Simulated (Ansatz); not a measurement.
## Run report: GeHBrCl (charge +1), single-point calculation

The run: single-point calculation of GeHBrCl, charge +1. Method and program: RKS wB97M-V-d3bj/ANO-RCC-VTZP (Ansatz 0.2.0).

Some settings of this run were made unusual or wrong on purpose. The geometry comes from this level: PBE0-D4/def2-TZVP.

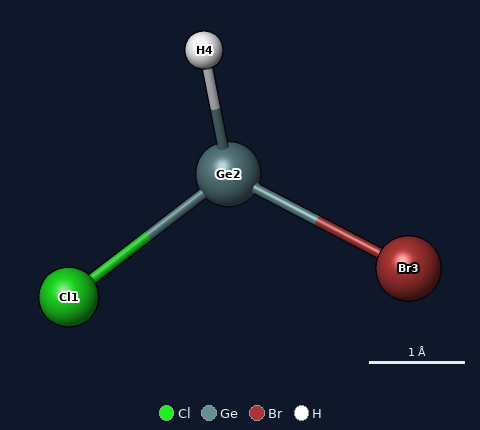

Figure 1. The structure as given in the input (ball-and-stick view, seen on its broad side; atoms are numbered from 1 in the order of the input). Sticks mark near contacts.

Input
```yaml
crystal:
  periodic: [false, false, false]
  atoms:
    - {symbol: Cl, position_ang: [-1.869042, 0.399916, -0.447475]}
    - {symbol: Ge, position_ang: [0.269995, 0.163018, -0.472865]}
    - {symbol: Br, position_ang: [0.799613, -1.886537, 0.442643]}
    - {symbol: H, position_ang: [0.855034, 1.263302, 0.457397]}
basis:
  gaussian: {orbitals: ANO-RCC-VTZP, final_grid: {core_spheres: 1, valence_spheres: 1, degree: 1}}
total_charge: 1
hamiltonian: {xc: {name: wB97M-V}}
accuracy: high
scf: {lower_state_search: light}
```

Hardware: 4 threads of Intel Xeon @ 2.90GHz, 15 GiB of memory available, shared host.

Run as:
```bash
ansatz run in.yaml --threads 4 --pin off --events-out ev --progress --plain --max-ram 10444MiB
```

Log
```
Functional definition: wB97M-V
  name "wB97M-V"
  cite "Mardirossian & Head-Gordon, J. Chem. Phys. 144, 214110 (2016) doi:10.1063/1.4952647"
  cite "Becke, J. Chem. Phys. 107, 8554 (1997) doi:10.1063/1.475007"
  cite "Vydrov & Van Voorhis, J. Chem. Phys. 133, 244103 (2010) doi:10.1063/1.3521275"
  # Of w^i u^j: cxij and so on, Table III.
  parameter omega = 0.3/bohr
  parameter cx = 0.15
  parameter cx01 = 1.007
  parameter cx10 = 0.259
  parameter css00 = 0.443
  parameter css04 = -1.437
  parameter css10 = -4.535
  parameter css20 = -3.390
  parameter css43 = 4.278
  parameter cos00 = 1.000
  parameter cos10 = 1.358
  parameter cos20 = 2.924
  parameter cos21 = -8.812
  parameter cos60 = -1.390
  parameter cos61 = 9.142
  parameter b = 6.0
  parameter c = 0.01
  gx(w, u) = 1 - cx + cx01*u + cx10*w
  gss(w, u) = css00 + css04*u^4 + css10*w + css20*w^2 + css43*w^4*u^3
  gos(w, u) = cos00 + cos10*w + (cos20 + cos21*u)*w^2 + (cos60 + cos61*u)*w^6
  exchange = spin_sum(e_x_unif_sr(omega)*gx(b97_w, b97_u_x)) + cx*exact_x_sr(omega) + exact_x_lr(omega)
  correlation = spin_sum(e_c_pw_mod_same_spin*gss(b97_w, b97_u_same))
      + integral(e_c_pw_mod_opposite_spin*gos(b97_w_opposite, b97_u_opposite)) + vv10(b, c)
2303 factors; integrals over basis functions are off by at most 4.4e-9 eV
452 factors; integrals over basis functions are off by at most 1.3e-9 eV
mean field evaluation 1: about -140587.7009 eV, gradient 3.5e1 eV
mean field evaluation 2: about -140587.4319 eV, gradient 4.4e1 eV
mean field evaluation 4: about -140591.0695 eV, gradient 1.5e0 eV
mean field evaluation 8: about -140685.7544 eV, gradient 3.2e2 eV
mean field evaluation 16: about -140772.7770 eV, gradient 1.9e0 eV
mean field evaluation 32: about -140772.8194 eV, gradient 3.1e-2 eV
mean field evaluation 64: about -140772.8195 eV, gradient 8.8e-6 eV
mean field -140772.81946092 eV, -5173.3056959448 hartree, gradient 8.8e-8 eV, S^2 0.000000; 0 other end points of the search recorded, 0 dependent functions left out
reference -140772.81946205 eV, -5173.3056959862 hartree; 42, 42 occupied and 92, 92 virtual orbitals, 2303 factors
Total energy: -140772.81946205 eV, -5173.3056959862 hartree
Relativity: scalar
```

What the run reported

```csv
quantity,value
outcome,converged
total energy,−140772.8195 eV
SCF solution under orbital rotations,stable
wall time,78 s (CPU time 5.1 min)
peak memory,0.78 GiB
```

What went wrong

A setting was made wrong on purpose: grid. The run converged all the same; its numbers are those of the faulty input and shouldn't be used.
